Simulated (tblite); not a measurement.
Geometry relaxation, with input and output: SiF4 (charge +1)

The run: geometry relaxation of SiF4, charge +1, multiplicity 2. Method and program: GFN2-xTB geometry optimisation, gas phase (tblite 0.8.0).

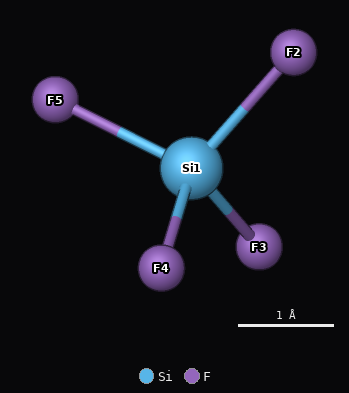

Figure 1. The starting structure (ball-and-stick view, seen at a tilt; atoms are numbered from 1 in the order of the input). Bond lengths as drawn: F–Si 1.67 to 1.70 Å.

**Input**
```
{"job": {"kind": "relax", "xc": "GFN2-xTB", "basis": "xTB"}, "charge": 1, "multiplicity": 2}
Si    -0.352857    -0.260353     1.648032
F     -0.527534    -1.597044     2.691376
F     -1.809527    -0.031792     0.827819
F      0.034654     1.103811     2.525568
F      0.862235    -0.600411     0.514927
```

The first line tells a small driver script what to run in tblite; the rest is the geometry in Å.

Launched with:
```bash
OMP_NUM_THREADS=1 python <driver script> task.json out
```

**Log**
```
step      E/eV     max force
  0    -548.89926    2.910
  1    -549.30659    2.247
  2    -549.43597    2.483
  3    -549.62719    0.655
  4    -549.64340    0.146
  5    -549.64409    0.023
  6    -549.64411    0.017
  7    -549.64418    0.024
  8    -549.64425    0.025
  9    -549.64428    0.013
 10    -549.64429    0.003
```

**Trajectory as extended XYZ (Å, eV, eV/Å), 11 frames, from step=0 to step=10**
```
5
Properties=species:S:1:pos:R:3:forces:R:3 step=0 energy=-548.89926
Si   -0.3529   -0.2604    1.6480   -0.0410  -0.1790  -0.0700
F    -0.5275   -1.5970    2.6914    0.3080   2.2760  -1.7860
F    -1.8095   -0.0318    0.8278    2.4280  -0.3950   1.3650
F     0.0347    1.1038    2.5256   -0.6310  -2.2670  -1.4450
F     0.8622   -0.6004    0.5149   -2.0650   0.5640   1.9370
5
Properties=species:S:1:pos:R:3:forces:R:3 step=1 energy=-549.30659
Si   -0.3534   -0.2629    1.6470   -0.0250  -0.2800  -0.0720
F    -0.5231   -1.5645    2.6659    0.2410   1.7570  -1.3800
F    -1.7748   -0.0374    0.8473    1.7880  -0.2930   1.0060
F     0.0256    1.0714    2.5049   -0.4430  -1.6080  -1.0210
F     0.8327   -0.5923    0.5426   -1.5610   0.4240   1.4680
5
Properties=species:S:1:pos:R:3:forces:R:3 step=2 energy=-549.43597
Si   -0.3549   -0.2787    1.6430    0.0360   0.3900   0.1540
F    -0.5095   -1.4653    2.5879   -0.2380  -1.9210   1.5550
F    -1.6739   -0.0540    0.9041   -2.0300   0.3660  -1.1310
F     0.0006    0.9806    2.4472    0.4630   1.6110   1.0310
F     0.7446   -0.5684    0.6255    1.7680  -0.4460  -1.6090
5
Properties=species:S:1:pos:R:3:forces:R:3 step=3 energy=-549.62719
Si   -0.3541   -0.2699    1.6456   -0.0100  -0.2260  -0.0450
F    -0.5165   -1.5171    2.6289    0.0790   0.5130  -0.3990
F    -1.7271   -0.0450    0.8742    0.4330  -0.0690   0.2440
F     0.0135    1.0271    2.4768   -0.0840  -0.3320  -0.2060
F     0.7910   -0.5808    0.5822   -0.4170   0.1150   0.4050
5
Properties=species:S:1:pos:R:3:forces:R:3 step=4 energy=-549.64340
Si   -0.3542   -0.2731    1.6450   -0.0120  -0.0800  -0.0200
F    -0.5149   -1.5066    2.6208    0.0260   0.1170  -0.0820
F    -1.7175   -0.0465    0.8797    0.0750  -0.0050   0.0440
F     0.0114    1.0188    2.4716   -0.0090  -0.0610  -0.0350
F     0.7822   -0.5783    0.5907   -0.0810   0.0280   0.0930
5
Properties=species:S:1:pos:R:3:forces:R:3 step=5 energy=-549.64409
Si   -0.3544   -0.2745    1.6447   -0.0130  -0.0060  -0.0100
F    -0.5143   -1.5037    2.6187    0.0100  -0.0040   0.0150
F    -1.7153   -0.0468    0.8809   -0.0180   0.0120  -0.0080
F     0.0110    1.0168    2.4704    0.0060  -0.0060  -0.0010
F     0.7800   -0.5776    0.5931    0.0150   0.0040   0.0030
5
Properties=species:S:1:pos:R:3:forces:R:3 step=6 energy=-549.64411
Si   -0.3546   -0.2746    1.6445   -0.0120  -0.0070  -0.0090
F    -0.5142   -1.5038    2.6189    0.0100   0.0020   0.0100
F    -1.7156   -0.0466    0.8808   -0.0120   0.0110  -0.0040
F     0.0111    1.0167    2.4704    0.0040  -0.0110  -0.0040
F     0.7803   -0.5776    0.5931    0.0100   0.0050   0.0080
5
Properties=species:S:1:pos:R:3:forces:R:3 step=7 energy=-549.64418
Si   -0.3557   -0.2753    1.6437   -0.0090  -0.0060  -0.0060
F    -0.5133   -1.5038    2.6199    0.0090   0.0150  -0.0040
F    -1.7168   -0.0456    0.8803    0.0050   0.0060   0.0050
F     0.0115    1.0160    2.4702   -0.0010  -0.0210  -0.0120
F     0.7813   -0.5771    0.5936   -0.0050   0.0070   0.0170
5
Properties=species:S:1:pos:R:3:forces:R:3 step=8 energy=-549.64425
Si   -0.3571   -0.2762    1.6426   -0.0040  -0.0040  -0.0020
F    -0.5121   -1.5035    2.6210    0.0060   0.0180  -0.0100
F    -1.7181   -0.0444    0.8798    0.0130   0.0020   0.0080
F     0.0119    1.0147    2.4696   -0.0040  -0.0210  -0.0130
F     0.7824   -0.5765    0.5946   -0.0110   0.0050   0.0170
5
Properties=species:S:1:pos:R:3:forces:R:3 step=9 energy=-549.64428
Si   -0.3584   -0.2770    1.6417    0.0000  -0.0010   0.0010
F    -0.5110   -1.5029    2.6218    0.0020   0.0090  -0.0080
F    -1.7190   -0.0433    0.8796    0.0090   0.0000   0.0060
F     0.0123    1.0132    2.4690   -0.0030  -0.0100  -0.0070
F     0.7831   -0.5758    0.5957   -0.0080   0.0020   0.0080
5
Properties=species:S:1:pos:R:3:forces:R:3 step=10 energy=-549.64429
Si   -0.3587   -0.2772    1.6415    0.0000   0.0000   0.0000
F    -0.5107   -1.5026    2.6218    0.0010   0.0020  -0.0020
F    -1.7190   -0.0430    0.8796    0.0020   0.0000   0.0020
F     0.0123    1.0127    2.4687   -0.0010  -0.0020  -0.0020
F     0.7832   -0.5757    0.5961   -0.0020   0.0000   0.0020
```

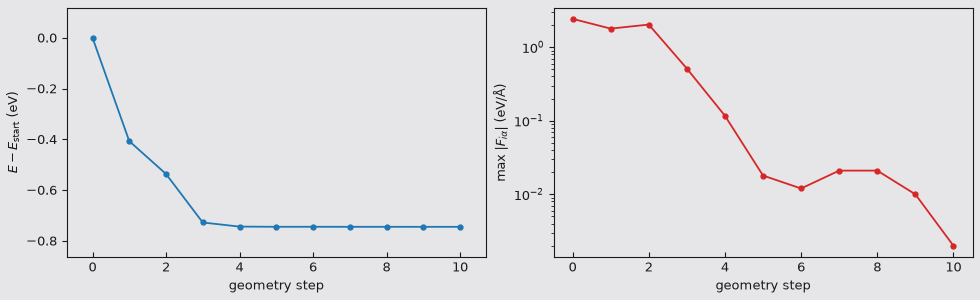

Figure 2. Progress of the relaxation, step by step (steps are counted from 0).

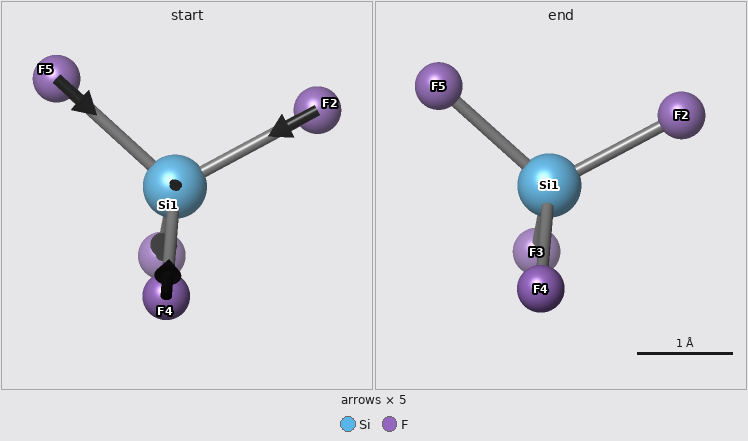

Figure 3. Before (left) and after (right) the relaxation, at one scale (ball-and-stick view, seen at a tilt). The black arrows give the displacements, magnified 5 times. The largest moves after the best rigid fit, 0.12 Å, are those of F2 and F5. Largest moves by element: F 0.12 Å, Si 0.02 Å. Among the contacts that change: Si1–F2 1.705 → 1.577 Å, Si1–F3 1.687 → 1.577 Å, Si1–F4 1.668 → 1.577 Å. Over 10 geometry steps the energy falls by 0.745 eV. Largest force component: 2.4 eV/Å at the start, 0.002 eV/Å at the end. (Atoms are counted from 1 in the order of the input.)

**Key numbers**

```csv
quantity,value
outcome,converged
total energy,−549.6443 eV
hardware,"1 CPU thread, shared host"
peak memory,0.18 GiB
```
